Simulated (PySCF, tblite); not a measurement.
# C₇H₁₀O₂Si: geometry, infrared bands and NMR shifts

Aim: predict the infrared bands and NMR shifts of C₇H₁₀O₂Si (`C=CC1=CC=C(CO)O[SiH2]1`).

The runs use tblite 0.8.0 and PySCF 2.14.0, with density-fitted response routines of our own; the level of theory stands in each step. All values are computed, except where a source is named. Atoms count from 0, in the outputs and in this text.

### 1 The starting structure

20 atoms, charge 0, multiplicity 1; geometry from: force field or distance geometry start.

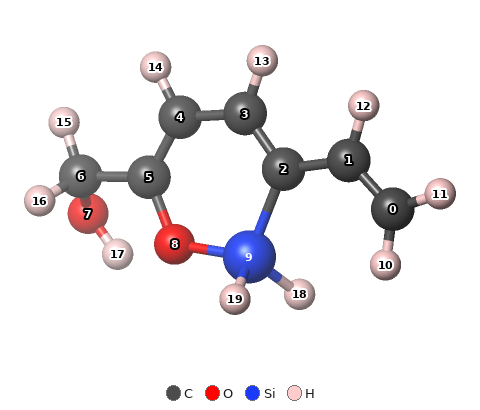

As it starts; carbon dark grey, oxygen red, silicon blue, hydrogen pink, atoms numbered.

### 2 Optimising the geometry with GFN2-xTB

Job settings and geometry (Å):

```
{"job": {"kind": "relax", "xc": "GFN2-xTB", "basis": "xTB"}, "charge": 0, "multiplicity": 1}
C     -3.695500    -0.392600     0.208800
C     -2.642300     0.113300     0.839200
C     -1.228700     0.065900     0.452800
C     -0.287200     0.640700     1.214900
C      1.130100     0.639500     0.911000
C      1.686100     0.087600    -0.197400
C      3.178100     0.147600    -0.441200
O      3.682000    -1.166600    -0.645400
O      1.004600    -0.591700    -1.197700
Si    -0.667300    -0.750200    -1.124100
H     -3.657300    -0.915300    -0.739400
H     -4.698400    -0.281100     0.644700
H     -2.842500     0.614200     1.806500
H     -0.546100     1.124600     2.155300
H      1.761400     1.149100     1.637200
H      3.720800     0.584100     0.415600
H      3.390000     0.743700    -1.327800
H      2.997200    -1.634000    -1.180700
H     -1.021500    -2.187900    -1.129500
H     -1.268700    -0.088800    -2.305900
```

Run with:

```sh
> OMP_NUM_THREADS=1 python probes_run.py task.json out
```

The driver reads the jobs from task.json and runs them one after another.

**Question.** This job is followed by: GFN2-xTB harmonic vibrations, gas phase; GIAO PBE0/pcSseg-1 NMR shielding, non-relativistic, gas phase. What will the session give for the following? strongest single infrared mode (GFN2-xTB); zero-point energy (GFN2-xTB); 13C shifts against TMS (PBE0/pcSseg-1); 1H shifts against TMS (PBE0/pcSseg-1, means over atoms taken as alike); 17O shifts against H2O (PBE0/pcSseg-1); 29Si shifts against TMS (PBE0/pcSseg-1); surface potential, least and greatest.

**Answer**, as computed:

```
                                                              quantity                                               value
                             strongest single infrared mode (GFN2-xTB)                               2227 cm⁻¹, 443 km/mol
                                          zero-point energy (GFN2-xTB)                                       92.8 kcal/mol
                                13C shifts against TMS (PBE0/pcSseg-1)  165.7, 149.9, 148.8, 126.3, 119.1, 103.1, 68.0 ppm
1H shifts against TMS (PBE0/pcSseg-1, means over atoms taken as alike)  6.87, 6.80, 6.02, 5.31, 5.22, 4.75, 4.57, 1.91 ppm
                                17O shifts against H2O (PBE0/pcSseg-1)                                     119.7, 10.0 ppm
                               29Si shifts against TMS (PBE0/pcSseg-1)                                           -21.1 ppm
                                 surface potential, least and greatest                                  -1.58 V and 1.44 V
```

What this shows: Relaxing lowered the energy by 0.238 eV in 87 steps; the close pair that moved most is C5–O8, from 1.388 to 1.342 Å. All 54 modes are real, so the xTB geometry is a minimum. The strongest single mode, at 2227 cm⁻¹, moves mainly H19 and H18. Unscaled tight-binding wavenumbers are off by several per cent, some by more. Its intensities can rank the bands wrongly. At PBE0/pcSseg-1: The largest span, 275 ppm, is at O8, where the paramagnetic term is -185 ppm. At PBE0/pcSseg-1, counted by nearest atom on the grid, the HOMO lies on C2, C5 about 17 % each; C0, C4 about 15 % each, the LUMO on C2, C3, C5 about 18 % each; C0 12 %.
